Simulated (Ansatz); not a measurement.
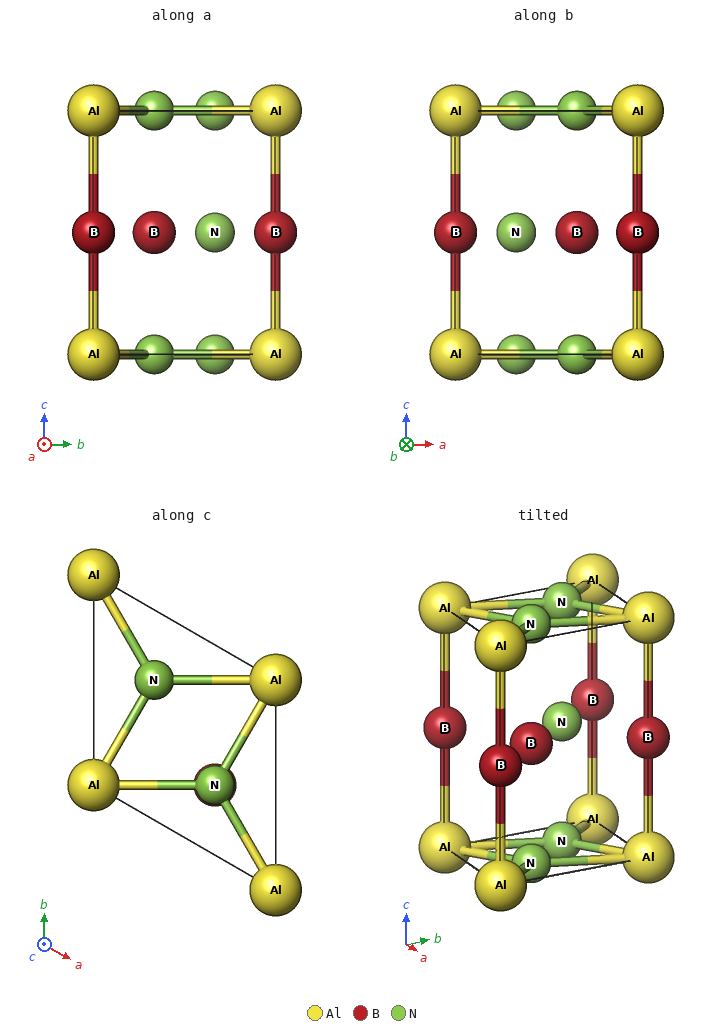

The figure gives a ball-and-stick picture of the atoms, viewed along the a axis, along the b axis, along the c axis and slightly off an axis. The edges of the conventional unit cell are marked.

Lattice parameters: a = 3.624 Å, b = 3.624 Å, c = 4.203 Å, α = 90.00°, β = 90.00°, γ = 120.00°. Put a along x and b in the xy plane.

### Transcribe the picture into a POSCAR file.

```
Al B N
1.0
     3.624    0.000    0.000
    -1.812    3.138    0.000
     0.000    0.000    4.203
Al B N
1 2 3
Direct
  0.0000 0.0000 0.0000
  0.0000 0.0000 0.5000
  0.6667 0.3333 0.5000
  0.3333 0.6667 0.0000
  0.6667 0.3333 0.0000
  0.3333 0.6667 0.5000
```

The structure comes from a random cell made by a generator, so it need not be a real form of the compound. It was relaxed with DFT PBE, scalar-relativistic, plane waves, PAW (Ansatz 0.2.0).
